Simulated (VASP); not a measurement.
# OsRh with LAK: from relaxation to properties, part 5 of 5

Wanted: the relaxed cell of OsRh and its properties. The cell is invented: it takes the structure of a Materials Project entry for PtRh (space group 166 there), with some of its atoms replaced by other elements, volume scaled by an estimate. It may not be a known or stable phase. Left out of this account: 1 further run (core levels: core levels are not valid at this level).

VASP 6.6.1, plane waves and PAW; the level of theory is named at each step.

Still holding for the runs below: This run has no spin polarisation. Its electron count is odd, so without a moment it is a metal by construction.

So far. Step 11 (Volume scan with LAK, volume scale 1): The pressure falls from 6.56 to -0.05 GPa, so it vanishes between these two volumes.

## 12. Volume scan with LAK, volume scale 1.02

Level of this step: LAK; plane waves and PAW (Os, Rh_pv); invented cell (VASP).

File INCAR:

```
SYSTEM = OsRh
PREC = Accurate
ENCUT = 400
EDIFF = 1E-06
NELM = 100
ISMEAR = 1
SIGMA = 0.2
LREAL = .FALSE.
ALGO = Normal
METAGGA = LAK
LASPH = .TRUE.
NBANDS = 17
LORBIT = 11
LWAVE = .FALSE.
LCHARG = .FALSE.
ISIF = 2
```

File POSCAR:

```
OsRh
1.0
    1.3680638679      0.7898521124      4.4993118953
   -1.3680638679      0.7898521124      4.4993118953
    0.0000000000     -1.5797042249      4.4993118953
Os Rh
1 1
Direct
    0.0000000000      0.0000000000      0.0000000000
    0.5000000000      0.5000000000      0.5000000000
```

File KPOINTS:

```
Automatic mesh
0
Gamma
11 11 11
0 0 0
```

Potentials, in the order of the species: Os and Rh_pv (PBE family, release 64).

Command:

```console
mpirun -np 1 vasp_std
```

The program printed:

```text
[... set-up lines as in an earlier step ...]
 entering main loop
       N       E                     dE             d eps       ncg     rms          rms(c)
DAV:   1     0.235301745944E+03    0.23530E+03   -0.12314E+04  5652   0.117E+03
DAV:   2     0.628903740490E+02   -0.17241E+03   -0.16795E+03  5312   0.383E+02
DAV:   3     0.590261353372E+02   -0.38642E+01   -0.38039E+01  5855   0.592E+01
DAV:   4     0.589944671819E+02   -0.31668E-01   -0.31642E-01  5773   0.542E+00
[...]
DAV:  13     0.711947507548E+02   -0.97493E-04   -0.26006E-04  5229   0.133E-01    0.143E-02
DAV:  14     0.711947486252E+02   -0.21296E-05   -0.72980E-06  6432   0.236E-02    0.521E-03
DAV:  15     0.711947476813E+02   -0.94387E-06   -0.19341E-06  3969   0.130E-02
   1 F= 0.71194748E+02 E0= 0.71193181E+02  d E =0.470009E-02
```

Wall time 2.2 min (1 MPI rank of Intel Xeon 6975P-C (Granite Rapids), shared host); peak memory 0.21 GiB.

From OUTCAR (step 12):

```text
  Total       -1.0766720     -1.0766721     -1.0179789      0.0000000      0.0000000      0.0000000
  in kB      -59.1349828    -59.1349933    -55.9113341      0.0000000      0.0000000      0.0000000
  external PRESSURE =     -58.0604368 kB  Pullay stress =       0.0000000 kB

 POSITION                                       TOTAL-FORCE (eV/Angst)
 -----------------------------------------------------------------------------------
      0.00000      0.00000      0.00000        -0.000000      0.000000     -0.000000
      0.00000     -0.00000      6.74897         0.000000     -0.000000      0.000000
 -----------------------------------------------------------------------------------
    total drift:                               -0.000000      0.000000      0.000000

  FREE ENERGIE OF THE ION-ELECTRON SYSTEM (eV)
  ---------------------------------------------------
  free  energy   TOTEN  =        71.1947476813 eV

  energy  without entropy=       71.1900475907  energy(sigma->0) =       71.19318098

[... 1 part as in an earlier step ...]

[... 2 further parts left out ...]
[key lines of the parts left out:]
E-fermi :   9.9333
```

The pressure falls from -0.05 to -5.81 GPa.

The run ends at a pressure of -5.81 GPa.

## 13. Volume scan with LAK, volume scale 1.04

INCAR is that of step 12.

File POSCAR:

```
OsRh
1.0
    1.3769476484      0.7949811660      4.5285290250
   -1.3769476484      0.7949811660      4.5285290250
    0.0000000000     -1.5899623320      4.5285290250
Os Rh
1 1
Direct
    0.0000000000      0.0000000000      0.0000000000
    0.5000000000      0.5000000000      0.5000000000
```

KPOINTS is that of step 12.

Command:

```console
mpirun -np 1 vasp_std
```

The program printed:

```text
[... set-up lines as in an earlier step ...]
 entering main loop
       N       E                     dE             d eps       ncg     rms          rms(c)
DAV:   1     0.236229588821E+03    0.23623E+03   -0.12316E+04  5604   0.116E+03
DAV:   2     0.628276646894E+02   -0.17340E+03   -0.16912E+03  5309   0.383E+02
DAV:   3     0.589293585383E+02   -0.38983E+01   -0.38554E+01  5864   0.594E+01
DAV:   4     0.588977750660E+02   -0.31583E-01   -0.31550E-01  5841   0.544E+00
[...]
DAV:  14     0.712222423903E+02   -0.32673E-05   -0.12440E-05  6461   0.287E-02    0.601E-03
DAV:  15     0.712222404748E+02   -0.19155E-05   -0.23899E-06  4586   0.145E-02    0.375E-03
DAV:  16     0.712222395551E+02   -0.91970E-06   -0.65346E-07  2603   0.707E-03
   1 F= 0.71222240E+02 E0= 0.71220680E+02  d E =0.467805E-02
```

Wall time 2.3 min (1 MPI rank); peak memory 0.22 GiB.

OUTCAR, selected parts (step 13):

```text
  Total       -2.0807009     -2.0807013     -1.9655003      0.0000000     -0.0000000      0.0000000
  in kB     -112.0824375   -112.0824574   -105.8768535      0.0000000     -0.0000000      0.0000000
  external PRESSURE =    -110.0139161 kB  Pullay stress =       0.0000000 kB

 POSITION                                       TOTAL-FORCE (eV/Angst)
 -----------------------------------------------------------------------------------
      0.00000      0.00000      0.00000         0.000000     -0.000000     -0.000000
      0.00000      0.00000      6.79279         0.000000      0.000000      0.000000
 -----------------------------------------------------------------------------------
    total drift:                               -0.000000      0.000000      0.000000

  FREE ENERGIE OF THE ION-ELECTRON SYSTEM (eV)
  ---------------------------------------------------
  free  energy   TOTEN  =        71.2222395551 eV

  energy  without entropy=       71.2175615074  energy(sigma->0) =       71.22068021

[... 1 part as in an earlier step ...]

[... 2 further parts left out ...]
[key lines of the parts left out:]
E-fermi :   9.6297
```

The pressure falls from -5.81 to -11.00 GPa.

The run ends at a pressure of -11.00 GPa.

## 14. Volume scan with LAK, volume scale 1.06

A prediction first. A parabola through the 6 pressures of evenly scaled cells so far, P = -0.05 -312.0 t +867 t² GPa with t = ln(V/V₁) and V₁ the volume at scale 1, gives -15.29 GPa at t = +0.0583.

INCAR is that of step 13.

File POSCAR:

```
OsRh
1.0
    1.3857182520      0.8000448768      4.5573739366
   -1.3857182520      0.8000448768      4.5573739366
    0.0000000000     -1.6000897537      4.5573739366
Os Rh
1 1
Direct
    0.0000000000      0.0000000000      0.0000000000
    0.5000000000      0.5000000000      0.5000000000
```

KPOINTS is that of step 13.

Command:

```console
mpirun -np 1 vasp_std
```

The program printed:

```text
[... set-up lines as in an earlier step ...]
 entering main loop
       N       E                     dE             d eps       ncg     rms          rms(c)
DAV:   1     0.236315001510E+03    0.23632E+03   -0.12307E+04  5580   0.115E+03
DAV:   2     0.627462126445E+02   -0.17357E+03   -0.16922E+03  5372   0.382E+02
DAV:   3     0.588572638728E+02   -0.38889E+01   -0.38302E+01  5845   0.588E+01
DAV:   4     0.588244346511E+02   -0.32829E-01   -0.32748E-01  5824   0.548E+00
[...]
DAV:  15     0.712671624580E+02   -0.27553E-05   -0.34430E-06  5211   0.174E-02    0.409E-03
DAV:  16     0.712671613204E+02   -0.11377E-05   -0.64363E-07  2601   0.715E-03    0.104E-03
DAV:  17     0.712671612440E+02   -0.76336E-07   -0.10890E-07  2544   0.335E-03
   1 F= 0.71267161E+02 E0= 0.71265613E+02  d E =0.464518E-02
```

It took 2.5 min on 1 MPI rank; peak memory 0.22 GiB.

From OUTCAR (step 14):

```text
  Total       -3.0009499     -3.0009505     -2.8295991      0.0000000      0.0000000      0.0000000
  in kB     -158.6039987   -158.6040268   -149.5478906      0.0000000      0.0000000      0.0000000
  external PRESSURE =    -155.5853054 kB  Pullay stress =       0.0000000 kB

 POSITION                                       TOTAL-FORCE (eV/Angst)
 -----------------------------------------------------------------------------------
      0.00000      0.00000      0.00000         0.000000      0.000000     -0.000000
      0.00000     -0.00000      6.83606        -0.000000     -0.000000      0.000000
 -----------------------------------------------------------------------------------
    total drift:                               -0.000000      0.000000      0.000000

  FREE ENERGIE OF THE ION-ELECTRON SYSTEM (eV)
  ---------------------------------------------------
  free  energy   TOTEN  =        71.2671612440 eV

  energy  without entropy=       71.2625160629  energy(sigma->0) =       71.26561285

[... 1 part as in an earlier step ...]

[... 2 further parts left out ...]
[key lines of the parts left out:]
E-fermi :   9.3378
```

The pressure falls from -11.00 to -15.56 GPa. The parabola predicted -15.29 GPa, +0.27 GPa off.

## 15. The series together

Times are for 1 MPI rank of Intel Xeon 6975P-C (Granite Rapids), shared host. The series side by side:

| no. | volume scale | energy above the lowest point (meV/atom) | pressure (GPa) | time | memory (GiB) |
| --- | --- | --- | --- | --- | --- |
| 1 | 0.94 | 61.12 | 22.59 | 3.6 min | 0.2 |
| 2 | 0.96 | 26.96 | 14.11 | 3.4 min | 0.2 |
| 3 | 0.98 | 7.25 | 6.558 | 2.1 min | 0.21 |
| 4 | 1 | 0 | -0.05487 | 2.2 min | 0.22 |
| 5 | 1.02 | 3.93 | -5.806 | 2.2 min | 0.21 |
| 6 | 1.04 | 17.68 | -11.00 | 2.3 min | 0.22 |
| 7 | 1.06 | 40.14 | -15.56 | 2.5 min | 0.22 |

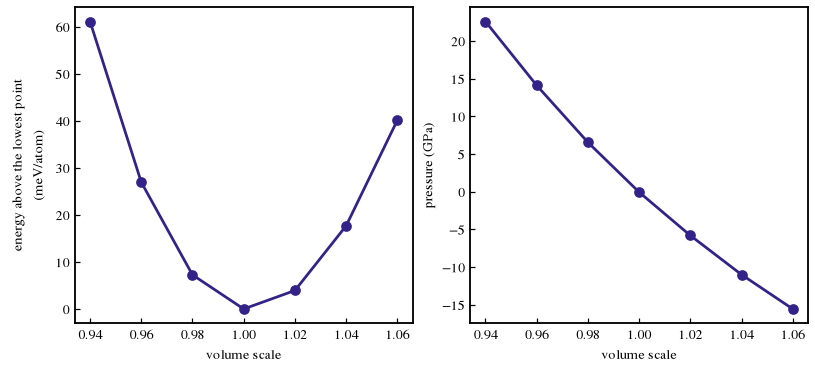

The series as plots.

## 16. Fit for LAK

This step: Birch-Murnaghan fit, LAK; plane waves and PAW; invented cell (VASP 6.6.1).

This step runs nothing: it gathers the runs above.

Numbers from this step:

- pressure derivative of the bulk modulus: 5.238
- r.m.s. error of the fit: 2.78e-5 eV/atom
- minimum inside the sampled range: yes
- bulk modulus: 307.4 GPa
- equilibrium volume of the fit: 14.34 Å³/atom

Table of energy above the fitted minimum by volume:

| volume (Å³/atom) | energy above the fitted minimum (eV/atom) |
| --- | --- |
| 13.441 | 0.0612 |
| 13.727 | 0.0271 |
| 14.014 | 0.00734 |
| 14.300 | 8.9e-5 |
| 14.585 | 0.00402 |
| 14.871 | 0.0178 |
| 15.157 | 0.0402 |

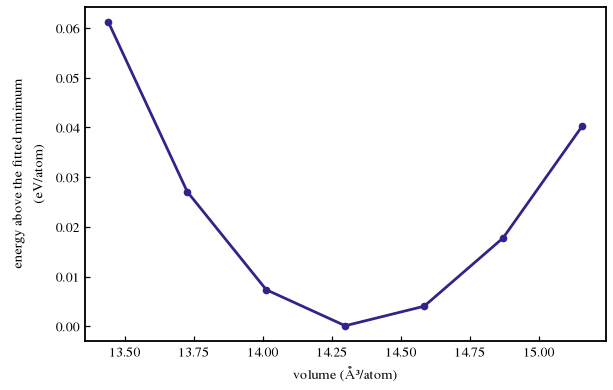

Energy above the fitted minimum, plotted against volume.

The fitted volume lies +0.25 % from the relaxed one. At a finite cutoff and mesh the minimum of the energy and the zero of the stress don't quite coincide, and the relaxation stops at a threshold.

## 17. Total and projected DOS (LAK), changed input

This step: LAK; plane waves and PAW (Os, Rh_pv); invented cell (VASP 6.6.1).

A density of states needs more k-points than a total energy; ISMEAR = -5 takes tetrahedra, and LORBIT projects the states on the PAW spheres. The mesh is finer than in the run before. Some settings are moved from the usual, to see what they do.

File INCAR:

```
SYSTEM = OsRh
PREC = Accurate
ENCUT = 250
EDIFF = 1E-06
NELM = 100
ISMEAR = -5
SIGMA = 0.2
LREAL = .FALSE.
ALGO = Normal
METAGGA = LAK
LASPH = .TRUE.
NBANDS = 35
LORBIT = 11
LWAVE = .FALSE.
LCHARG = .FALSE.
NEDOS = 2001
```

File POSCAR:

```
OsRh
1.0
    1.3590631871      0.7846555665      4.4697103022
   -1.3590631871      0.7846555665      4.4697103022
    0.0000000000     -1.5693111331      4.4697103022
Os Rh
1 1
Direct
    0.0000000000      0.0000000000      0.0000000000
    0.5000000000      0.5000000000      0.5000000000
```

File KPOINTS:

```
Automatic mesh
0
Gamma
17 17 17
0 0 0
```

Command:

```console
mpirun -np 1 vasp_std
```

The program printed:

```text
[... set-up lines as in an earlier step ...]
 entering main loop
       N       E                     dE             d eps       ncg     rms          rms(c)
DAV:   1     0.223656264838E+03    0.22366E+03   -0.71925E+03 37890   0.398E+02
DAV:   2     0.634853294875E+02   -0.16017E+03   -0.15245E+03 39434   0.176E+02
DAV:   3     0.591500191241E+02   -0.43353E+01   -0.43089E+01 41317   0.313E+01
DAV:   4     0.591404920193E+02   -0.95271E-02   -0.95256E-02 40277   0.154E+00
DAV:   5     0.591404705160E+02   -0.21503E-04   -0.21502E-04 41542   0.684E-02    0.257E+01
DAV:   6     0.711196604622E+02    0.11979E+02   -0.89380E+00 41905   0.188E+01    0.352E+00
DAV:   7     0.708416329627E+02   -0.27803E+00   -0.53994E+00 39995   0.861E+00    0.812E+00
DAV:   8     0.712258546707E+02    0.38422E+00   -0.19457E+00 39971   0.509E+00    0.349E+00
DAV:   9     0.712468121824E+02    0.20958E-01   -0.12577E-01 38809   0.188E+00    0.652E-01
DAV:  10     0.712510903463E+02    0.42782E-02   -0.15949E-02 39095   0.713E-01    0.559E-01
DAV:  11     0.712501419881E+02   -0.94836E-03   -0.16140E-03 40607   0.238E-01    0.241E-01
DAV:  12     0.712499288671E+02   -0.21312E-03   -0.84677E-04 39615   0.127E-01    0.457E-02
DAV:  13     0.712498958692E+02   -0.32998E-04   -0.76987E-05 39948   0.356E-02    0.141E-02
DAV:  14     0.712498973592E+02    0.14900E-05   -0.83203E-06 41630   0.160E-02    0.419E-03
DAV:  15     0.712498970930E+02   -0.26615E-06   -0.61806E-07 30110   0.475E-03
   1 F= 0.71249897E+02 E0= 0.71249897E+02  d E =0.000000E+00
 [... a notice as in an earlier step ...]
```

The job ended after 6.2 min (1 MPI rank; peak memory 0.28 GiB).

Parts of OUTCAR (step 17):

```text
   k-points           NKPTS =    489   k-points in BZ     NKDIM =    489   number of bands    NBANDS=     35

   ENCUT  =  250.0 eV  18.37 Ry    4.29 a.u.   6.11  6.11  6.11*2*pi/ulx,y,z

   NELECT =      23.0000    total number of electrons

 E-fermi :  10.2290

 k-point     1 :       0.0000    0.0000    0.0000
  band No.  band energies     occupation
    ...
      9       7.1963      2.00000
     10       7.1963      2.00000
     11       9.4769      2.00000
     12       9.4769      2.00000
     13      10.4217      1.24943
     14      11.8458      0.00000
     15      11.8458      0.00000
     16      19.2715      0.00000
     17      25.4889      0.00000
     18      26.1681      0.00000
    ...

  Total       -0.9283569     -0.9283570     -0.4052733      0.0000000      0.0000000      0.0000000
  in kB      -52.0087253    -52.0087346    -22.7043598      0.0000000      0.0000000      0.0000000
  external PRESSURE =     -42.2406066 kB  Pullay stress =       0.0000000 kB

  FREE ENERGIE OF THE ION-ELECTRON SYSTEM (eV)
  ---------------------------------------------------
  free  energy   TOTEN  =        71.2498970930 eV

  energy  without entropy=       71.2498970930  energy(sigma->0) =       71.24989709

[... 6 parts as in an earlier step ...]

[... 10 further parts left out ...]
```

The run converged; its settings lie outside those of the reference runs, so its numbers are set aside.

Against the sound run on this cell (density of states (LAK)) the energy at zero smearing moves by +33.7 meV an atom and the pressure by -4.22 GPa.

Settings moved from the usual: ENCUT = 250 and NBANDS = 35.

Empty bands beyond the smearing tail don't enter the ground state, so NBANDS mostly costs time. The cutoff falls from 400 to 250 eV, which shrinks the basis; the stress suffers most (Pulay stress), and PAW energies need not rise evenly as the basis shrinks.

## 18. Outcome

```
relaxed volume                            : 14.30 Å³/atom
relaxed conventional cell a, b, c         : 2.718, 2.718, 13.409 Å; angles 90.0, 90.0, 120.0°
space group after relaxing, within 0.02 Å : R-3m (No. 166)
band gap                                  : none, a metal
DOS at the Fermi level                    : 1.54 states/eV/cell
band gap (LAK + SOC)                      : none, a metal
bulk modulus from the fit                 : 307 GPa
volume from the fit                       : 14.3 Å³/atom
```

With LAK, OsRh relaxes to 14.30 Å³/atom in space group R-3m (held by the symmetry of the run), comes out as a metal and has a bulk modulus of 307 GPa at fixed shape and positions, an upper bound. Band structure (LAK): Of the bands kept, 5 cross the Fermi level on this path. Bands along the symmetry lines (LAK + SOC): Of the bands kept, 10 cross the Fermi level on this path (spinor bands, one electron each). With an odd electron count and no spin the cell is a metal by construction. No search among competing phases was made. All values are for a static lattice at zero temperature.

[Lines on the potential files, build, host, timing and source positions are cut from VASP's logs without a mark.]

[Logs are printed without paths, hosts, clocks, repeated set-up lines and the standing remarks that a program may print on its own settings, such as how far it seeks lower states.]

[Hosts, paths, dates, database ids (printed as entryN), source tags and the programs' standing remarks are cut or masked in the printed files.]

[A measured line is paired with the nearest computed mode of its activity, which favours agreement.]
